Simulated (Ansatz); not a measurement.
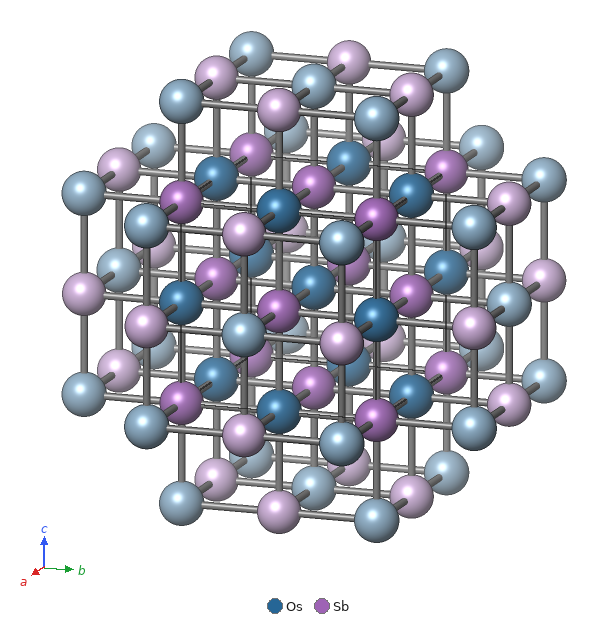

The image is a ball-and-stick drawing of a crystal, viewed slightly off an axis. The lines enclose the conventional unit cell; boundary atoms appear with their images. Atoms of adjacent cells appear where they bond to atoms in the box, in fainter colours.

SbOs, rock salt (NaCl type), space group Fm-3m (No. 225), a = 5.427 Å, b = 5.427 Å, c = 5.427 Å, α = 90.00°, β = 90.00°, γ = 90.00°. Source of the structure: a structure type filled with these elements by a generator (whether the compound takes this form wasn't checked). Earlier steps of the study, as a rule a relaxation of our own, may have changed the cell and positions, so they can lie some per cent off the listed ones. Ansatz was used for an electronic-structure calculation on it.

This one geometry was computed with Ansatz (DFT, plane waves, PAW) at five levels of theory: PBEsol, r2SCAN, PBE, LDA and PBE with spin-orbit coupling.

**Which level gives the highest pressure at this volume, and what does that say about its equilibrium volume?**

Highest: PBE with spin-orbit coupling (1.5 GPa), which points to the largest equilibrium volume. Lowest, with the smallest volume: LDA (-8.8 GPa). Levels within 0.5 GPa of each other can't be told apart.

**How does the band gap change with the level of theory?**

All levels give a metal.

**Collect the results in a table.**

| level | cutoff (eV) | k-mesh of the run's cell | gap (eV) | pressure (GPa) |
| --- | --- | --- | --- | --- |
| PBEsol | 420 | 12×12×12 | metal | -5.9 |
| r2SCAN | 500 | 12×12×12 | metal | -3.4 |
| PBE | 420 | 12×12×12 | metal | -0.1 |
| LDA | 420 | 12×12×12 | metal | -8.8 |
| PBE with spin-orbit coupling | 420 | 12×12×12 | metal | 1.5 |

Gaps are taken on the k-mesh or band path of each run.
